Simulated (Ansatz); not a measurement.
# GeH4O2 (SMILES [GeH2].OO), step by step

Aim: a series of 60 runs (SVWN5/def2-TZVPD, PBE-D3(BJ)-ATM/def2-TZVPD, PBEsol-D4/def2-TZVPD, PBE-D3(BJ)/def2-TZVPD, HF/def2-TZVPD, PBE0-D4/def2-TZVPD, r2SCANh/def2-TZVPD, wB97X/def2-TZVPD, and more) of GeH4O2. 

Program for the calculation: Ansatz 0.2.0.

## Step 1: The structure to begin with

The species is GeH4O2 (7 atoms), typed as a singlet with charge 0. SMILES: `[GeH2].OO`. Geometry: a GFN2-xTB relaxation, a rough one for these elements and not checked as a minimum.

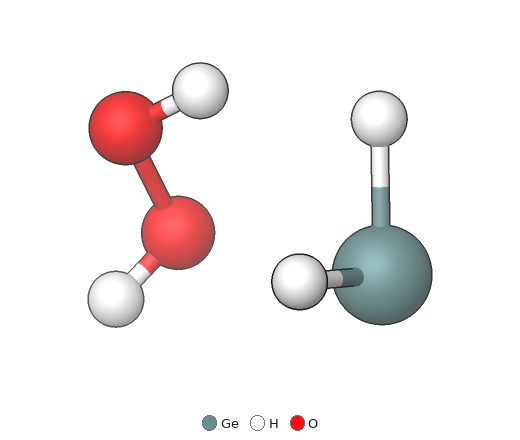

Viewed from a chosen angle; germanium teal, hydrogen white, oxygen red.

## Step 2: A single-point energy at SVWN5/def2-TZVPD (run 1)

File input.yaml:

```yaml
crystal:
  periodic: [false, false, false]
  atoms:
    - {symbol: Ge, position_ang: [-0.056210, 1.161950, -1.200050]}
    - {symbol: H, position_ang: [0.445150, 1.650900, 0.298040]}
    - {symbol: H, position_ang: [1.284480, 0.218010, -1.203590]}
    - {symbol: O, position_ang: [-0.115960, -0.859900, 1.179900]}
    - {symbol: O, position_ang: [-0.980440, -0.646800, 0.083070]}
    - {symbol: H, position_ang: [0.390900, -0.022380, 1.214440]}
    - {symbol: H, position_ang: [-0.967920, -1.501780, -0.371810]}
basis:
  gaussian:
    orbitals: def2-TZVPD
hamiltonian:
  xc: {name: SVWN5}
```

Command:

```sh
$ ansatz run input.yaml --threads 1 --pin off --max-ram 2610MiB --events-out events.jsonl --progress --plain --runs-dir runs
```

The program printed:

```text
Warning: RAYON_NUM_THREADS=1 ignored (pool sized by the plan → 1); use --threads N
Functional definition: SVWN5
  name "SVWN5"
  exchange = slater_x
  correlation = vwn5_c
945 factors; their error is unknown
mean field evaluation 1: about -60556.0910 eV, gradient 5.1e1 eV
mean field evaluation 2: about -60525.2398 eV, gradient 1.2e2 eV
mean field evaluation 4: about -60560.0253 eV, gradient 6.8e0 eV
mean field evaluation 8: about -60560.1083 eV, gradient 1.2e-1 eV
mean field evaluation 16: about -60560.0920 eV, gradient 1.6e-4 eV
mean field -60560.09203102 eV, -2225.5423330352 hartree, gradient 3.4e-5 eV, S^2 0.000000; 0 other end points of the search recorded, 0 dependent functions left out
reference -60560.09207824 eV, -2225.5423347706 hartree; 26, 26 occupied and 144, 144 virtual orbitals, 945 factors
Total energy: -60560.09207824 eV, -2225.5423347706 hartree
```

Run time: 10 s. Hardware: 1 thread of Intel Xeon at 2.50GHz (Skylake/Cascade Lake), shared host; peak memory 0.18 GiB.

## Step 3: GeH2: the energy at SVWN5/def2-TZVPD (run 2)

File run.yaml:

```yaml
crystal:
  periodic: [false, false, false]
  atoms:
    - {symbol: Ge, position_ang: [-0.056210, 1.161950, -1.200050]}
    - {symbol: H, position_ang: [0.445150, 1.650900, 0.298040]}
    - {symbol: H, position_ang: [1.284480, 0.218010, -1.203590]}
basis:
  gaussian: {orbitals: def2-TZVPD}
hamiltonian: {xc: {name: SVWN5}}
```

Command:

```sh
$ ansatz run run.yaml --threads 1 --pin off --max-ram 2610MiB --events-out events.jsonl --progress --plain --runs-dir runs
```

The program printed:

```text
Warning: RAYON_NUM_THREADS=1 ignored (pool sized by the plan → 1); use --threads N
[... 4 set-up lines as earlier in the session ...]
475 factors; their error is unknown
mean field evaluation 1: about -56461.7360 eV, gradient 2.6e1 eV
mean field evaluation 2: about -56461.5227 eV, gradient 3.2e1 eV
mean field evaluation 4: about -56462.6967 eV, gradient 4.6e-1 eV
mean field evaluation 8: about -56462.6927 eV, gradient 4.4e-2 eV
mean field -56462.69267562 eV, -2074.9656840415 hartree, gradient 1.0e-5 eV, S^2 0.000000; 0 other end points of the search recorded, 0 dependent functions left out
reference -56462.69270064 eV, -2074.9656849609 hartree; 17, 17 occupied and 55, 55 virtual orbitals, 475 factors
Total energy: -56462.69270064 eV, -2074.9656849609 hartree
```

It took 1.9 s on 1 thread of Intel Xeon at 2.50GHz (Skylake/Cascade Lake), shared host; peak memory 0.089 GiB.

Runs 3 to 7 aren't shown in full; the table further down has their settings and results.

## Step 4: GeH2 among ghost functions: a single-point energy at PBE-D3(BJ)-ATM/def2-TZVPD (with ghost functions) (run 8)

File molecule.yaml:

```yaml
crystal:
  periodic: [false, false, false]
  atoms:
    - {symbol: Ge, position_ang: [-0.056210, 1.161950, -1.200050]}
    - {symbol: H, position_ang: [0.445150, 1.650900, 0.298040]}
    - {symbol: H, position_ang: [1.284480, 0.218010, -1.203590]}
basis:
  gaussian:
    orbitals: def2-TZVPD
    ghost_atoms: [{symbol: O, position_ang: [-0.115960, -0.859900, 1.179900]}, {symbol: O, position_ang: [-0.980440, -0.646800, 0.083070]}, {symbol: H, position_ang: [0.390900, -0.022380, 1.214440]}, {symbol: H, position_ang: [-0.967920, -1.501780, -0.371810]}]
hamiltonian: {xc: {name: PBE}, dispersion: d3bjatm}
```

Command:

```sh
$ ansatz run molecule.yaml --threads 1 --pin off --max-ram 2610MiB --events-out events.jsonl --progress --plain --runs-dir runs
```

The program printed:

```text
Warning: RAYON_NUM_THREADS=1 ignored (pool sized by the plan → 1); use --threads N
Functional definition: PBE
  name "PBE"
  parameter kappa = 0.804
  parameter beta = 0.06672455060314922
  exchange = pbe_x(kappa = kappa, mu = beta*pi^2/3)
  correlation = pbe_c(beta = beta)
941 factors; their error is unknown
mean field evaluation 1: about -56539.4192 eV, gradient 2.3e1 eV
mean field evaluation 2: about -56539.0733 eV, gradient 2.9e1 eV
mean field evaluation 4: about -56540.4182 eV, gradient 6.3e-1 eV
mean field evaluation 8: about -56540.4142 eV, gradient 4.1e-2 eV
mean field -56540.41425316 eV, -2077.8218993345 hartree, gradient 8.5e-5 eV, S^2 0.000000; 0 other end points of the search recorded, 0 dependent functions left out
reference -56540.41430020 eV, -2077.8219010630 hartree; 17, 17 occupied and 153, 153 virtual orbitals, 941 factors
Total energy: -56540.43895512 eV, -2077.8228071145 hartree
```

Run time: 8.2 s. Hardware: 1 thread of Intel Xeon at 2.50GHz (Skylake/Cascade Lake), shared host; peak memory 0.19 GiB.

Runs 9 to 59 aren't shown in full; the table further down has their settings and results.

## Step 5: H2O2 among ghost functions: a single-point energy at revPBE0-D4/def2-SVPD (with ghost functions) (run 60)

File run.yaml:

```yaml
crystal:
  periodic: [false, false, false]
  atoms:
    - {symbol: O, position_ang: [-0.115960, -0.859900, 1.179900]}
    - {symbol: O, position_ang: [-0.980440, -0.646800, 0.083070]}
    - {symbol: H, position_ang: [0.390900, -0.022380, 1.214440]}
    - {symbol: H, position_ang: [-0.967920, -1.501780, -0.371810]}
basis:
  gaussian:
    orbitals: def2-SVPD
    ghost_atoms: [{symbol: Ge, position_ang: [-0.056210, 1.161950, -1.200050]}, {symbol: H, position_ang: [0.445150, 1.650900, 0.298040]}, {symbol: H, position_ang: [1.284480, 0.218010, -1.203590]}]
hamiltonian: {xc: {name: revPBE0}, dispersion: d4}
```

Command:

```sh
$ ansatz run run.yaml --threads 1 --pin off --max-ram 2610MiB --events-out events.jsonl --progress --plain --runs-dir runs
```

The program printed:

```text
Warning: RAYON_NUM_THREADS=1 ignored (pool sized by the plan → 1); use --threads N
Functional definition: revPBE0
  name "revPBE0"
  parameter a = 0.25
  parameter kappa = 1.245
[... 1 set-up line as earlier in the session ...]
  exchange = (1 - a)*pbe_x(kappa = kappa, mu = beta*pi^2/3) + a*exact_x
[... 1 set-up line as earlier in the session ...]
916 factors; their error is unknown
mean field evaluation 1: about -4116.7105 eV, gradient 3.5e1 eV
mean field evaluation 2: about -4115.6950 eV, gradient 4.2e1 eV
mean field evaluation 4: about -4118.9150 eV, gradient 2.3e-1 eV
mean field evaluation 8: about -4118.9229 eV, gradient 1.8e-1 eV
mean field -4118.92299678 eV, -151.3676282252 hartree, gradient 4.1e-5 eV, S^2 0.000000; 0 other end points of the search recorded, 0 dependent functions left out
reference -4118.92303615 eV, -151.3676296722 hartree; 9, 9 occupied and 107, 107 virtual orbitals, 916 factors
Total energy: -4118.96979576 eV, -151.3693480562 hartree
```

It took 5.1 s on 1 thread of Intel Xeon at 2.50GHz (Skylake/Cascade Lake), shared host; peak memory 0.19 GiB.

## Step 6: Overview of the runs

```tsv
run	level	fragment atoms	contact	frozen core orbitals	partner	energy (Eh)	wall time
1	SVWN5/def2-TZVPD	–	–	–	base	-2225.542335	10 s
2	SVWN5/def2-TZVPD	(1, 2, 3)	base	–	fragment	-2074.965685	1.9 s
3	SVWN5/def2-TZVPD (with ghost functions)	(1, 2, 3)	base	–	fragment with ghosts	-2074.966147	7.3 s
4	SVWN5/def2-TZVPD	(4, 5, 6, 7)	base	–	fragment	-150.539547	2.4 s
5	SVWN5/def2-TZVPD (with ghost functions)	(4, 5, 6, 7)	base	–	fragment with ghosts	-150.539773	6.3 s
6	PBE-D3(BJ)-ATM/def2-TZVPD	–	–	–	base	-2229.315410	12 s
7	PBE-D3(BJ)-ATM/def2-TZVPD	(1, 2, 3)	base	–	fragment	-2077.822391	3.3 s
8	PBE-D3(BJ)-ATM/def2-TZVPD (with ghost functions)	(1, 2, 3)	base	–	fragment with ghosts	-2077.822807	8.2 s
9	PBE-D3(BJ)-ATM/def2-TZVPD	(4, 5, 6, 7)	base	–	fragment	-151.466251	2.7 s
10	PBE-D3(BJ)-ATM/def2-TZVPD (with ghost functions)	(4, 5, 6, 7)	base	–	fragment with ghosts	-151.466400	10 s
11	PBEsol-D4/def2-TZVPD	–	–	–	base	-2227.302271	12 s
12	PBEsol-D4/def2-TZVPD	(1, 2, 3)	base	–	fragment	-2076.307790	2.6 s
13	PBEsol-D4/def2-TZVPD (with ghost functions)	(1, 2, 3)	base	–	fragment with ghosts	-2076.308234	11 s
14	PBEsol-D4/def2-TZVPD	(4, 5, 6, 7)	base	–	fragment	-150.964081	3.9 s
15	PBEsol-D4/def2-TZVPD (with ghost functions)	(4, 5, 6, 7)	base	–	fragment with ghosts	-150.964263	9.1 s
16	PBE-D3(BJ)/def2-TZVPD	–	–	–	base	-2229.315412	11 s
17	PBE-D3(BJ)/def2-TZVPD	(1, 2, 3)	base	–	fragment	-2077.822391	1.9 s
18	PBE-D3(BJ)/def2-TZVPD (with ghost functions)	(1, 2, 3)	base	–	fragment with ghosts	-2077.822807	7.9 s
19	PBE-D3(BJ)/def2-TZVPD	(4, 5, 6, 7)	base	–	fragment	-151.466251	4.2 s
20	PBE-D3(BJ)/def2-TZVPD (with ghost functions)	(4, 5, 6, 7)	base	–	fragment with ghosts	-151.466400	7.9 s
21	HF/def2-TZVPD	–	–	–	base	-2227.328987	7 s
22	HF/def2-TZVPD	(1, 2, 3)	base	–	fragment	-2076.473404	2.4 s
23	HF/def2-TZVPD (with ghost functions)	(1, 2, 3)	base	–	fragment with ghosts	-2076.473759	6.3 s
24	HF/def2-TZVPD	(4, 5, 6, 7)	base	–	fragment	-150.843087	1.4 s
25	HF/def2-TZVPD (with ghost functions)	(4, 5, 6, 7)	base	–	fragment with ghosts	-150.843208	5.7 s
26	PBE0-D4/def2-TZVPD	–	–	–	base	-2229.356731	17 s
27	PBE0-D4/def2-TZVPD	(1, 2, 3)	base	–	fragment	-2077.874889	2.1 s
28	PBE0-D4/def2-TZVPD (with ghost functions)	(1, 2, 3)	base	–	fragment with ghosts	-2077.875270	11 s
29	PBE0-D4/def2-TZVPD	(4, 5, 6, 7)	base	–	fragment	-151.456789	3 s
30	PBE0-D4/def2-TZVPD (with ghost functions)	(4, 5, 6, 7)	base	–	fragment with ghosts	-151.456929	9.1 s
31	r2SCANh/def2-TZVPD	–	–	–	base	-2229.671806	18 s
32	r2SCANh/def2-TZVPD	(1, 2, 3)	base	–	fragment	-2078.116451	4.5 s
33	r2SCANh/def2-TZVPD (with ghost functions)	(1, 2, 3)	base	–	fragment with ghosts	-2078.116824	15 s
34	r2SCANh/def2-TZVPD	(4, 5, 6, 7)	base	–	fragment	-151.529077	5.1 s
35	r2SCANh/def2-TZVPD (with ghost functions)	(4, 5, 6, 7)	base	–	fragment with ghosts	-151.529206	13 s
36	wB97X/def2-TZVPD	–	–	–	base	-2229.783826	27 s
37	wB97X/def2-TZVPD	(1, 2, 3)	base	–	fragment	-2078.183497	5.4 s
38	wB97X/def2-TZVPD (with ghost functions)	(1, 2, 3)	base	–	fragment with ghosts	-2078.183876	23 s
39	wB97X/def2-TZVPD	(4, 5, 6, 7)	base	–	fragment	-151.575959	6.3 s
40	wB97X/def2-TZVPD (with ghost functions)	(4, 5, 6, 7)	base	–	fragment with ghosts	-151.576117	17 s
41	wB97X-V/def2-TZVPD	–	–	–	base	-2229.532993	27 s
42	wB97X-V/def2-TZVPD	(1, 2, 3)	base	–	fragment	-2077.946922	5.4 s
43	wB97X-V/def2-TZVPD (with ghost functions)	(1, 2, 3)	base	–	fragment with ghosts	-2077.947302	24 s
44	wB97X-V/def2-TZVPD	(4, 5, 6, 7)	base	–	fragment	-151.562737	8.4 s
45	wB97X-V/def2-TZVPD (with ghost functions)	(4, 5, 6, 7)	base	–	fragment with ghosts	-151.562871	21 s
46	PBEsol-D3(BJ)/def2-TZVPD	–	–	–	base	-2227.302554	8.2 s
47	PBEsol-D3(BJ)/def2-TZVPD	(1, 2, 3)	base	–	fragment	-2076.307861	1.8 s
48	PBEsol-D3(BJ)/def2-TZVPD (with ghost functions)	(1, 2, 3)	base	–	fragment with ghosts	-2076.308305	7.5 s
49	PBEsol-D3(BJ)/def2-TZVPD	(4, 5, 6, 7)	base	–	fragment	-150.964125	2.9 s
50	PBEsol-D3(BJ)/def2-TZVPD (with ghost functions)	(4, 5, 6, 7)	base	–	fragment with ghosts	-150.964307	7.9 s
51	B2PLYP/def2-SVPD	–	–	11	base	-2228.839292	17 s
52	B2PLYP/def2-SVPD	(1, 2, 3)	base	9	fragment	-2077.500700	4.8 s
53	B2PLYP/def2-SVPD (with ghost functions)	(1, 2, 3)	base	9	fragment with ghosts	-2077.502051	13 s
54	B2PLYP/def2-SVPD	(4, 5, 6, 7)	base	2	fragment	-151.316429	2.9 s
55	B2PLYP/def2-SVPD (with ghost functions)	(4, 5, 6, 7)	base	2	fragment with ghosts	-151.317634	9 s
56	revPBE0-D4/def2-SVPD	–	–	–	base	-2229.131657	6.3 s
57	revPBE0-D4/def2-SVPD	(1, 2, 3)	base	–	fragment	-2077.738595	1.8 s
58	revPBE0-D4/def2-SVPD (with ghost functions)	(1, 2, 3)	base	–	fragment with ghosts	-2077.739153	4.5 s
59	revPBE0-D4/def2-SVPD	(4, 5, 6, 7)	base	–	fragment	-151.368542	1.4 s
60	revPBE0-D4/def2-SVPD (with ghost functions)	(4, 5, 6, 7)	base	–	fragment with ghosts	-151.369348	5.1 s
```

## Step 7: Outcome

| quantity | value |
| --- | --- |
| H2O2 among ghost functions, run 60: total energy | -151.36935 Eh |
| H2O2 among ghost functions, run 60: dispersion energy | -4.51 kJ/mol |
| interaction energy of the rigid parts GeH2 and H2O2 (parts in their own basis), SVWN5/def2-TZVPD | -1.010 eV |
| interaction energy of the rigid parts GeH2 and H2O2 (parts in their own basis), PBE-D3(BJ)-ATM/def2-TZVPD | -0.728 eV |
| interaction energy of the rigid parts GeH2 and H2O2 (parts in the whole basis, counterpoise), PBE0-D4/def2-TZVPD | -0.668 eV |
| interaction energy of the rigid parts GeH2 and H2O2 (parts in the whole basis, counterpoise), r2SCANh/def2-TZVPD | -0.701 eV |
| interaction energy of the rigid parts GeH2 and H2O2 (parts in their own basis), wB97X-V/def2-TZVPD | -0.635 eV |
| interaction energy of the rigid parts GeH2 and H2O2 (parts in their own basis), B2PLYP/def2-SVPD | -0.603 eV |
| interaction energy of the rigid parts GeH2 and H2O2 (parts in the whole basis, counterpoise), B2PLYP/def2-SVPD | -0.534 eV |
| interaction energy of the rigid parts GeH2 and H2O2 (parts in their own basis), revPBE0-D4/def2-SVPD | -0.667 eV |

At SVWN5/def2-TZVPD: the interaction energy of the rigid parts GeH2 and H2O2 (parts in their own basis) is −1.01 eV (−97 kJ/mol): the parts attract. At PBE-D3(BJ)-ATM/def2-TZVPD: the interaction energy of the rigid parts GeH2 and H2O2 (parts in their own basis) is −0.73 eV (−70.3 kJ/mol): the parts attract. At PBE0-D4/def2-TZVPD: the interaction energy of the rigid parts GeH2 and H2O2 (parts in the whole basis, counterpoise) is −0.67 eV (−15.4 kcal/mol): the parts attract. At r2SCANh/def2-TZVPD: the interaction energy of the rigid parts GeH2 and H2O2 (parts in the whole basis, counterpoise) is −0.70 eV (−67.7 kJ/mol): the parts attract. At wB97X-V/def2-TZVPD: the interaction energy of the rigid parts GeH2 and H2O2 (parts in their own basis) is −0.63 eV (−61.3 kJ/mol): the parts attract. At B2PLYP/def2-SVPD: the interaction energy of the rigid parts GeH2 and H2O2 (parts in their own basis) is −0.60 eV (−58.2 kJ/mol): the parts attract. Totals of different functionals can't be ranked against each other. All runs together took 8.6 min, the longest 27 s.
